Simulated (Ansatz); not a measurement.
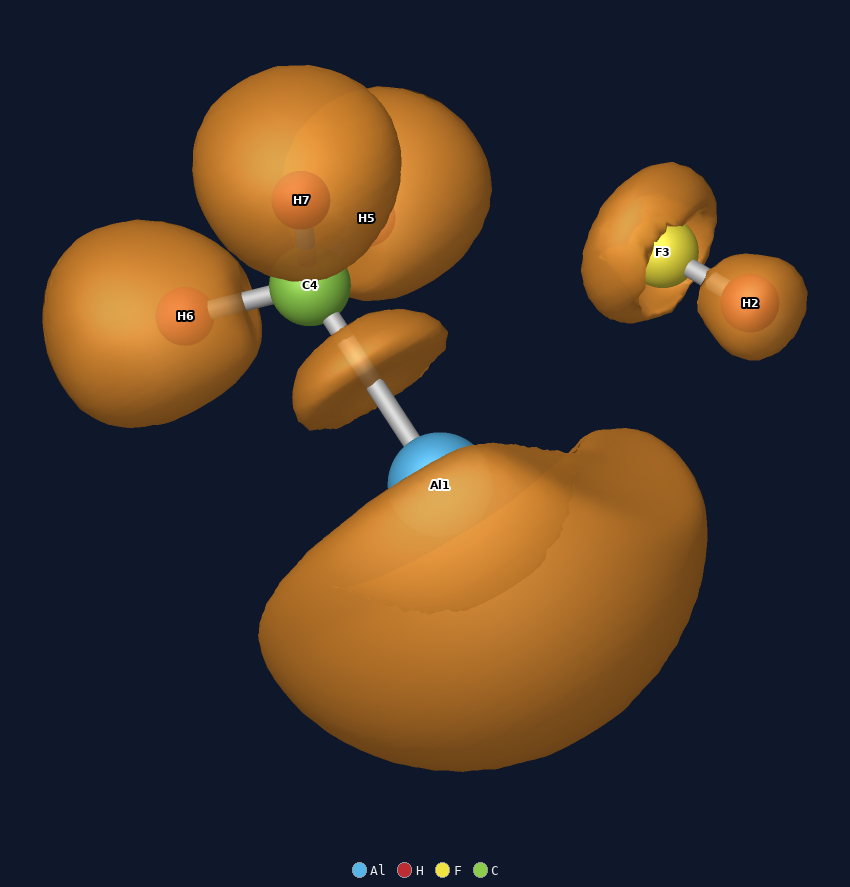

Figure 1: CH₃Al···HF. Isosurface of the electron localisation function at 0.85 (orange), seen at a tilt. Only the valence region is drawn (cores and ρ < 0.01 e/Å³ removed).

Level of theory: RHF/def2-SVP (Ansatz 0.2.0).

| atom | x (Å) | y (Å) | z (Å) |
| --- | --- | --- | --- |
| Al | -1.2224 | 0.5011 | 0.9803 |
| H | 1.9770 | -0.2254 | 0.8860 |
| F | 1.4006 | -0.2992 | 0.1937 |
| C | -1.6766 | 0.0736 | -0.9224 |
| H | -1.6856 | -1.0100 | -1.0996 |
| H | -2.6672 | 0.4551 | -1.2013 |
| H | -0.9494 | 0.5047 | -1.6215 |

Describe the localisation domains.

At this value the surface marks out one region between bonded Al–C atoms (shared pairs), four regions around hydrogen nuclei, one lobe on Al, pointing away from the bonds (lone pairs) and one region wrapped around F (its valence shell).

Values along the shortest contacts:
Al1···F3 (2.85 Å): the ELF dips to about 0.05 between them. C–Al (2.00 Å): the ELF peaks at about 1 between the atoms; a shared but strongly polarised pair.
